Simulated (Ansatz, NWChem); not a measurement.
# Abstraction of Cl: NClO + SbH2 → NO + SbH2Cl

Gas-phase species: NClO (nitrosyl chloride) `O=NCl`, singlet; SbH2 `[SbH2]`, doublet; NO (nitric oxide), doublet; SbH2Cl `[Cl][SbH2]`, singlet. A radical takes Cl: the energy is the difference in strength between the N–Cl bond broken and the Sb–Cl bond made.

Shapes, held fixed at every level: PBE0-D4/def2-TZVP. Programs: Ansatz 0.2.0, NWChem 7.3.0. The zero-point and thermal change to 298 K, harmonic and unscaled (PBE0-D4/def2-TZVP), is +3.4 kJ/mol.

```
         level           kind  ΔH(298 K) (kJ/mol)
   BLYP/STO-3G            GGA              -150.4
 revPBE/STO-3G            GGA              -145.6
  B3LYP/STO-3G  global hybrid              -189.4
  BHLYP/STO-3G  global hybrid              -240.6
 B2PLYP/STO-3G  double hybrid              -213.8
RPA@PBE/STO-3G            RPA              -220.7
 PBE0/def2-SVP  global hybrid              -146.4
```

PBE0/def2-SVP gives ΔH(298 K) = -146.4 kJ/mol; the levels span -240.6 to -145.6. The median of the levels is -189.4. No measured value is set beside it here. Open shells run unrestricted. For atoms past krypton def2 sets carry core potentials with scalar relativity. All-electron rows are non-relativistic unless named. Outer-core shells of Sb are correlated, in sets that cover them unevenly. Rows in sets without polarisation functions are far from converged.

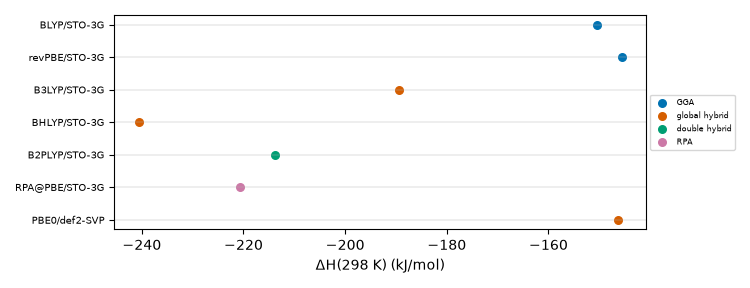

The values of the table, level by level.
